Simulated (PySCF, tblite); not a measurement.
**Si₂H₅O radical, a cluster model of a defect (Si site with back bonds [SiH3], O, [H]): EPR parameters**

Wanted: the EPR parameters for `O[SiH][SiH3]`. It is drawn as: dangling bond.

Computed with tblite 0.8.0 and PySCF 2.14.0; each step states its level. No surroundings beyond the atoms listed, unless a continuum is named. Atoms count from 0, parts from 1.

### Step 1. Starting point

8 atoms, charge 0, multiplicity 2; geometry: distance geometry start.

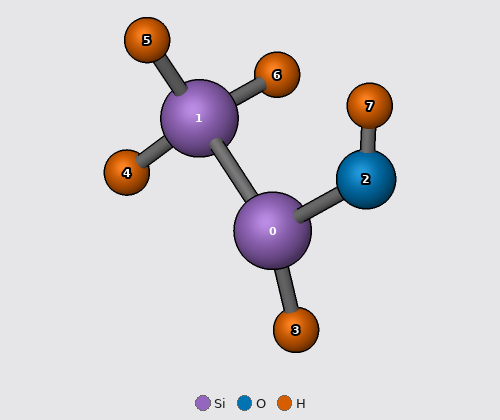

The starting geometry (silicon purple, oxygen blue, hydrogen orange), atoms numbered.

### Step 2. Geometry optimisation with GFN2-xTB

What the job is given:

```
{"job": {"kind": "relax", "xc": "GFN2-xTB", "basis": "xTB"}, "charge": 0, "multiplicity": 2}
Si    -1.096963    -0.662776    -1.231749
Si     0.477409     0.904519    -1.071045
O     -2.199404    -0.819847     0.161817
H     -0.719937    -1.880729    -1.843834
H      1.257099     0.894746    -2.268842
H     -0.125913     2.180341    -0.908911
H      1.278458     0.606377     0.028368
H     -2.372578    -0.103353     0.818485
```

Level: GFN2-xTB geometry optimisation, gas phase.

Run with:

```console
$ OMP_NUM_THREADS=1 python cluster_run.py task.json out
```

The driver reads the jobs from task.json and runs them one after another.

Log:

```text
step      E/eV     max force
  0    -272.96837    3.007
  1    -273.20480    1.796
  2    -273.34085    1.260
  3    -273.37096    0.841
  4    -273.45817    0.907
  5    -273.50060    0.833
  6    -273.52964    0.569
  7    -273.55504    0.443
  8    -273.56555    0.440
  9    -273.57203    0.320
 10    -273.57721    0.180
 11    -273.57989    0.173
 12    -273.58398    0.301
 13    -273.58865    0.318
 14    -273.59257    0.193
 15    -273.59447    0.110
 16    -273.59533    0.076
 17    -273.59596    0.121
 18    -273.59707    0.151
 19    -273.59881    0.150
 20    -273.60062    0.156
 21    -273.60167    0.098
 22    -273.60208    0.059
 23    -273.60228    0.058
 24    -273.60263    0.086
 25    -273.60320    0.111
 26    -273.60380    0.089
 27    -273.60411    0.040
 28    -273.60420    0.021
 29    -273.60425    0.022
 30    -273.60432    0.033
 31    -273.60441    0.037
 32    -273.60450    0.025
 33    -273.60454    0.015
 34    -273.60456    0.017
 35    -273.60459    0.019
 36    -273.60465    0.028
 37    -273.60473    0.032
 38    -273.60483    0.023
 39    -273.60489    0.017
 40    -273.60492    0.017
 41    -273.60496    0.018
 42    -273.60503    0.027
 43    -273.60512    0.029
 44    -273.60519    0.020
 45    -273.60522    0.013
 46    -273.60523    0.015
 47    -273.60525    0.016
 48    -273.60530    0.024
 49    -273.60540    0.035
 50    -273.60554    0.038
 51    -273.60565    0.025
 52    -273.60569    0.014
 53    -273.60570    0.013
 54    -273.60571    0.013
 55    -273.60573    0.016
 56    -273.60578    0.020
 57    -273.60585    0.028
 58    -273.60594    0.027
 59    -273.60600    0.022
 60    -273.60603    0.012
 61    -273.60604    0.013
 62    -273.60605    0.016
 63    -273.60608    0.021
 64    -273.60616    0.033
 65    -273.60625    0.034
 66    -273.60633    0.021
 67    -273.60637    0.014
 68    -273.60639    0.014
 69    -273.60641    0.015
 70    -273.60644    0.014
 71    -273.60647    0.014
 72    -273.60648    0.008
 73    -273.60649    0.004
```

Wall time 0.45 s (1 thread of AMD EPYC 9B45, shared host).

Along the way:

```
step  energy from step 0 (eV)  largest force (eV/Å)
   0                   0.0000                3.0069
   3                  -0.4026                0.8415
   6                  -0.5613                0.5694
   9                  -0.6037                0.3208
  12                  -0.6156                0.3016
  15                  -0.6261                0.1101
  18                  -0.6287                0.1513
  21                  -0.6333                0.0979
  24                  -0.6343                0.0862
  27                  -0.6357                0.0401
  30                  -0.6359                0.0333
  33                  -0.6362                0.0145
  36                  -0.6363                0.0274
  39                  -0.6365                0.0172
  42                  -0.6367                0.0264
  45                  -0.6368                0.0128
  48                  -0.6369                0.0234
  51                  -0.6373                0.0253
  54                  -0.6373                0.0134
  57                  -0.6375                0.0278
  60                  -0.6377                0.0129
  63                  -0.6377                0.0213
  66                  -0.6380                0.0213
  69                  -0.6380                0.0151
  72                  -0.6381                0.0079
  73                  -0.6381                0.0040
```

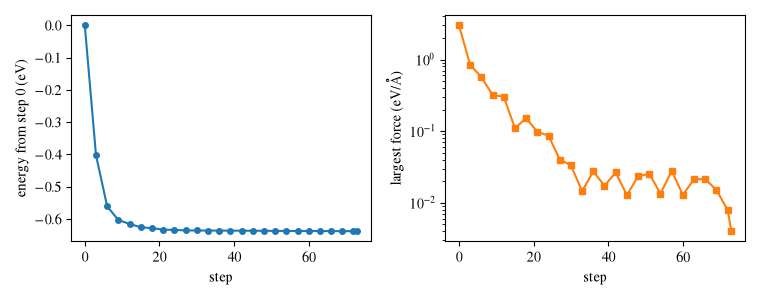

Energy and force, step by step.

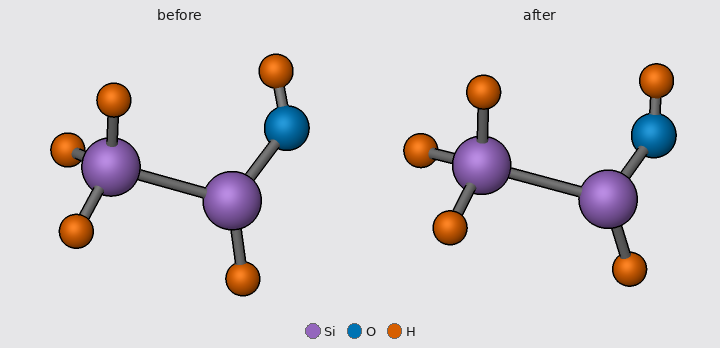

The geometry before (left) and after (right).

Close pairs (by a distance rule), those that changed most:

```
   bond  before (Å)  after (Å)  change (Å)
 Si0–O2       1.784      1.646      -0.138
 Si1–H6       1.393      1.474      +0.082
 Si1–H5       1.421      1.474      +0.053
Si0–Si1       2.227      2.280      +0.053
 Si0–H3       1.414      1.464      +0.050
 Si1–H4       1.429      1.466      +0.037
  O2–H7       0.987      0.952      -0.035
```

### Step 3. Geometry optimisation at PBE0-D3(BJ)/def2-SVP

What the job is given:

```
{"job": {"xc": "PBE0", "basis": "def2-SVP", "d3": "d3bj", "grid": 2, "kind": "geom", "shake": 0.01}, "charge": 0, "multiplicity": 2}
Si    -0.716884    -0.794732    -0.493785
Si     0.938731     0.742558    -0.232777
O     -1.654614    -1.013456     0.852084
H     -0.479411    -2.182504    -0.800722
H      1.632440     0.831649    -1.530883
H      0.326635     2.061435     0.049020
H      2.019666     0.623470     0.781036
H     -2.020486    -0.296973     1.348128
```

Log:

```text
step   0  E = -656.61978220  max force = 0.017244
step   1  E = -656.62617353  max force = 0.006222
step   2  E = -656.62647675  max force = 0.002098
step   3  E = -656.62661583  max force = 0.001070
step   4  E = -656.62663833  max force = 0.000713
step   5  E = -656.62664747  max force = 0.000268
optimisation converged
```

It took 12 s on 1 thread of AMD EPYC 9B45, shared host; peak memory 0.39 GiB.

The steps of the relaxation:

```
step  energy from step 0 (eV)  largest force component (eV/Å)
   0                   0.0000                          0.8867
   1                  -0.1739                          0.3199
   2                  -0.1822                          0.1079
   3                  -0.1860                          0.0550
   4                  -0.1866                          0.0367
   5                  -0.1868                          0.0138
```

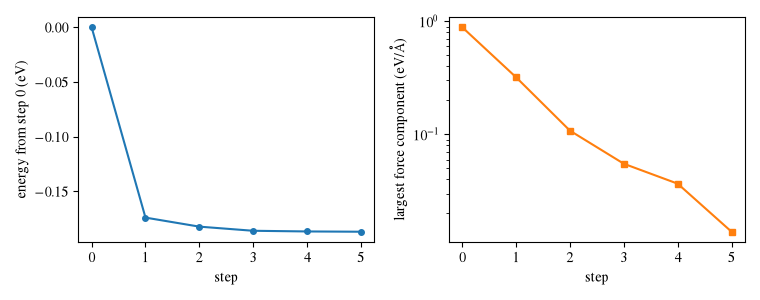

Energy and largest force along the relaxation.

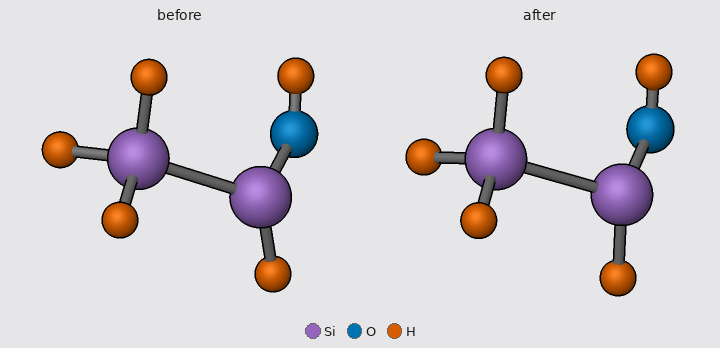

The geometry before (left) and after (right).

Distances of close pairs at the start and the end, largest changes first:

```
   bond  before (Å)  after (Å)  change (Å)
Si0–Si1       2.274      2.352      +0.078
 Si0–H3       1.441      1.496      +0.055
 Si0–O2       1.655      1.677      +0.022
 Si1–H4       1.475      1.496      +0.021
  O2–H7       0.945      0.963      +0.017
 Si1–H5       1.481      1.497      +0.016
 Si1–H6       1.487      1.499      +0.012
```

The end geometry stands in the next job.

```
                         at the end point                 value
  point group (found at 0.08 Å tolerance)                    C1
rotational constants (GHz, main isotopes)  17.416, 3.292, 2.915
                        dipole moment (D)                  1.23
                                     ⟨S²⟩                 0.753
```

### Step 4. g tensor and hyperfine couplings: B3LYP/IGLO-III+pcH-1

What the job is given:

```
{"job": {"kind": "epr"}, "charge": 0, "multiplicity": 2}
Si    -0.796361    -0.813145    -0.461093
Si     0.935331     0.767900    -0.276458
O     -1.675209    -1.007700     0.954154
H     -0.276643    -2.176937    -0.791458
H      1.613022     0.873397    -1.605945
H      0.345042     2.100013     0.067490
H      1.957269     0.430625     0.766542
H     -2.056267    -0.202568     1.318995
```

Level: UKS B3LYP, IGLO-III on O Si, pcH-1 on H, non-relativistic, mean-field spin-orbit, GIAO.

Log:

```text
UKS, coarse grid
  cycle   1  E = -657.18694352  |g| = 5.69e-01
  cycle   2  E = -656.70358656  |g| = 1.21e+00
  cycle   3  E = -657.29632783  |g| = 8.06e-02
  cycle   4  E = -657.29960292  |g| = 2.05e-02
  cycle   5  E = -657.29982974  |g| = 5.21e-03
  cycle   6  E = -657.29984753  |g| = 1.17e-03
  cycle   7  E = -657.29984841  |g| = 3.99e-04
UKS, final grid
  cycle   1  E = -657.29981009  |g| = 5.86e-04
  cycle   2  E = -657.29980984  |g| = 1.06e-03
  cycle   3  E = -657.29981023  |g| = 7.29e-05
  cycle   4  E = -657.29981024  |g| = 1.85e-05
E = -657.29981024 Eh   <S^2> = 0.7526 (exact 0.7500)
g shifts (ppm)      1          2          3
  rmc          -155       -155       -155
  gc             56          6         54
  oz_so        -674       -179       3159
  total        -772       -327       3059
hyperfine (MHz)  atom isotope    a_iso     a_fc   dipolar eigenvalues
    0  29Si    -494.95    -496.08   -143.61     70.56     73.05
    1  29Si     -95.37     -95.52    -20.46      8.46     12.01
    2   17O     -12.19     -12.11    -34.94     16.95     17.99
    3    1H      49.23      49.22     -8.39      0.77      7.63
    4    1H      -5.23      -5.23     -2.81     -1.17      3.97
    5    1H      -6.71      -6.70     -2.69     -1.19      3.87
    6    1H      71.06      71.06     -2.68     -0.06      2.73
    7    1H      -5.81      -5.86     -8.89     -4.18     13.07
```

It took 8.9 s on 1 thread of AMD EPYC 9B45, shared host; peak memory 0.53 GiB.

Principal g values 2.00155, 2.00199, 2.00538; g(iso) = 2.00297, against 2.00232 for a free electron.

Hyperfine couplings, nucleus by nucleus at this fixed geometry (no averaging over rotations):

```
nuclei  isotope  a(iso) (MHz)  a(iso) (G, at g = 2.0023)  largest dipolar term (MHz)
   Si0     29Si        -495.0                     -176.6                      -143.6
   Si1     29Si         -95.4                      -34.0                       -20.5
    H6       1H          71.1                       25.4                         2.7
    H3       1H          49.2                       17.6                        -8.4
    O2      17O         -12.2                       -4.3                       -34.9
    H5       1H          -6.7                       -2.4                         3.9
    H7       1H          -5.8                       -2.1                        13.1
    H4       1H          -5.2                       -1.9                         4.0
```

Mulliken spin populations:

```
atom  value (e)
 Si0       0.83
 Si1       0.06
  O2       0.05
  H3       0.02
  H4       0.00
  H5       0.00
  H6       0.04
  H7       0.00
```

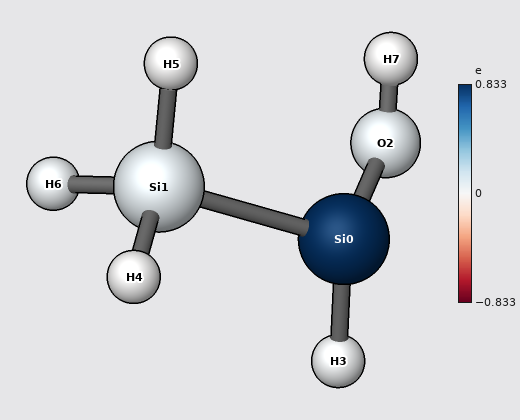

Mulliken spin populations, as colours on the atoms.

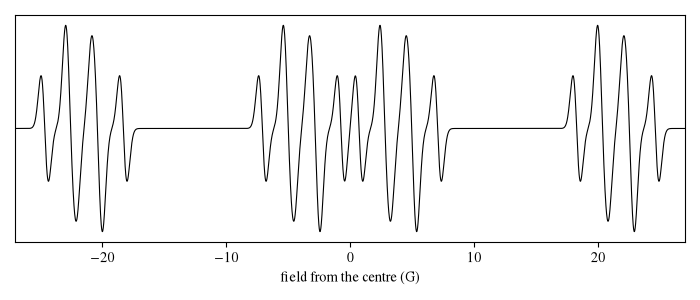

First-order isotropic spectrum (first derivative, main isotopes with spin only, couplings over 0.8 MHz, Gaussian width 0.3 G; couplings of the frozen geometry, rotation of groups not averaged beyond the rows shown).

### Step 5. g tensor and hyperfine couplings: BHandHLYP/IGLO-III+pcH-1

Settings changed since step 4:

```diff
@@ -1,2 +1,2 @@
-{"job": {"kind": "epr"}, "charge": 0, "multiplicity": 2}
+{"job": {"kind": "epr", "xc": "BHandHLYP"}, "charge": 0, "multiplicity": 2}
 Si    -0.796361    -0.813145    -0.461093
```

Method: UKS BHandHLYP, IGLO-III on O Si, pcH-1 on H, non-relativistic, mean-field spin-orbit, GIAO.

Log:

```text
UKS, coarse grid
  cycle   1  E = -657.12217058  |g| = 4.75e-01
  cycle   2  E = -657.05954509  |g| = 6.42e-01
  cycle   3  E = -657.20864891  |g| = 3.85e-02
  cycle   4  E = -657.20954195  |g| = 1.02e-02
  cycle   5  E = -657.20963540  |g| = 2.38e-03
  cycle   6  E = -657.20964827  |g| = 8.96e-04
  cycle   7  E = -657.20964939  |g| = 3.14e-04
UKS, final grid
  cycle   1  E = -657.20962548  |g| = 1.84e-04
  cycle   2  E = -657.20962555  |g| = 1.50e-04
  cycle   3  E = -657.20962556  |g| = 7.15e-05
  cycle   4  E = -657.20962558  |g| = 2.83e-05
  cycle   5  E = -657.20962558  |g| = 3.15e-06
E = -657.20962558 Eh   <S^2> = 0.7542 (exact 0.7500)
g shifts (ppm)      1          2          3
  rmc          -155       -155       -155
  gc             56          5         53
  oz_so        -779       -171       2876
  total        -878       -321       2774
hyperfine (MHz)  atom isotope    a_iso     a_fc   dipolar eigenvalues
    0  29Si    -529.99    -531.11   -148.59     72.47     76.12
    1  29Si     -96.45     -96.60    -20.74      7.97     12.77
    2   17O     -18.21     -18.13    -32.89     15.83     17.06
    3    1H      51.21      51.20     -8.38      0.83      7.56
    4    1H      -5.70      -5.70     -2.77     -1.21      3.98
    5    1H      -7.76      -7.76     -2.67     -1.22      3.89
    6    1H      69.34      69.34     -2.54     -0.07      2.61
    7    1H      -6.94      -6.98     -8.73     -4.27     13.01
```

Run time: 9.3 s. Hardware: 1 thread of AMD EPYC 9B45, shared host; peak memory 0.53 GiB.

In short: g(iso) 2.00284.

### Step 6. Run by run: EPR parameters

g, ⟨S²⟩ and isotropic hyperfine couplings (MHz), with basis size and wall time:

```
                     run   g(iso)   ⟨S²⟩  29Si Si0  29Si Si1  1H H6  1H H3  17O O2  functions   time
    B3LYP/IGLO-III+pcH-1  2.00297  0.753    -495.0     -95.4   71.1   49.2   -12.2        173  8.9 s
BHandHLYP/IGLO-III+pcH-1  2.00284  0.754    -530.0     -96.4   69.3   51.2   -18.2        173  9.3 s
```

### Step 7. Summary of results

```
                            quantity                    value
                         point group                       C1
rotational constants (main isotopes)    17.42, 3.29, 2.92 GHz
                      g(iso) (B3LYP)                  2.00297
                                ⟨S²⟩       0.753 (exact 0.75)
                      largest a(iso)  29Si on Si0, -495.0 MHz
```

**Reading.** Over 5 steps the energy fell by 0.187 eV; of the close pairs, Si0–Si1 changed most, 2.274 to 2.352 Å (PBE0/def2-SVP). No frequency check was run at this level, so the end point may be a saddle. Si0 carries the largest spin population, 0.83 e. The isotropic g lies 0.7 ppt above the free-electron value. The coupling of 29Si on Si0 runs from -530.0 (BHandHLYP/IGLO-III+pcH-1) to -495.0 MHz (B3LYP/IGLO-III+pcH-1).
